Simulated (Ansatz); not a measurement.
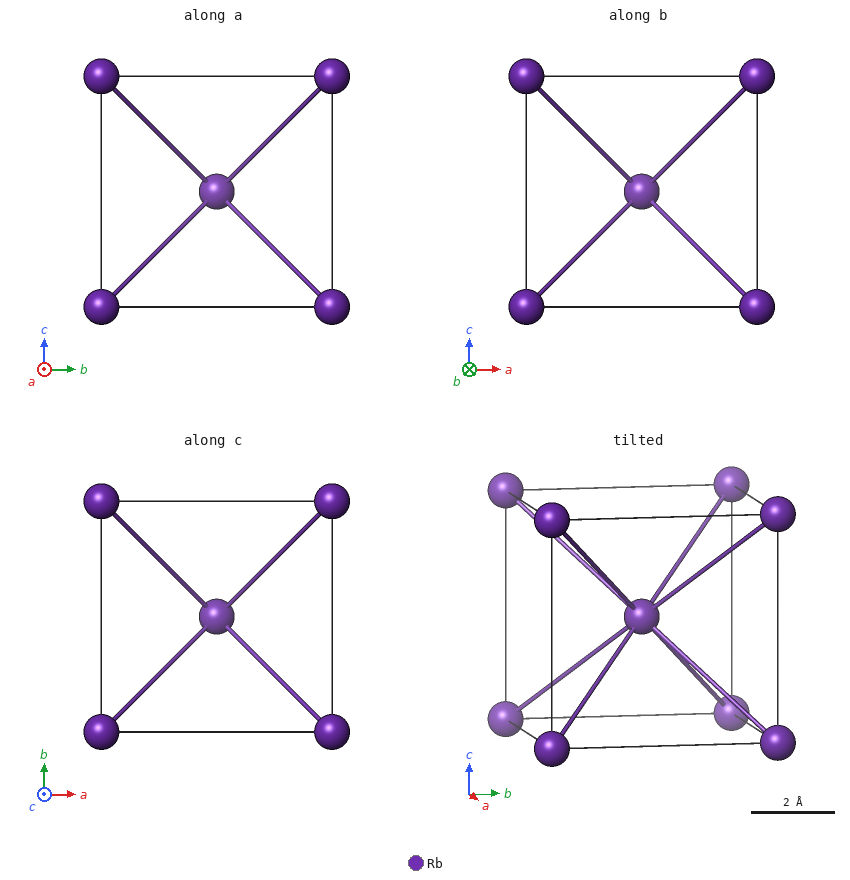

Ball-and-stick drawing of the structure, looking along the a axis, along the b axis, along the c axis and slightly off an axis. Thin lines show the conventional unit cell, with boundary atoms drawn in all their periodic places.

Lattice parameters: a = 5.590 Å, b = 5.590 Å, c = 5.590 Å, α = 90.00°, β = 90.00°, γ = 90.00°. Put a along x and b in the xy plane.

> Put the structure into a POSCAR file.

```
Rb
1.0
     5.590    0.000    0.000
     0.000    5.590    0.000
     0.000    0.000    5.590
Rb
2
Direct
  0.0000 0.0000 0.0000
  0.5000 0.5000 0.5000
```

The starting point was the standard structure of this element. Earlier steps of the study may have refined or changed the cell and positions. It was the input of a calculation with Ansatz.
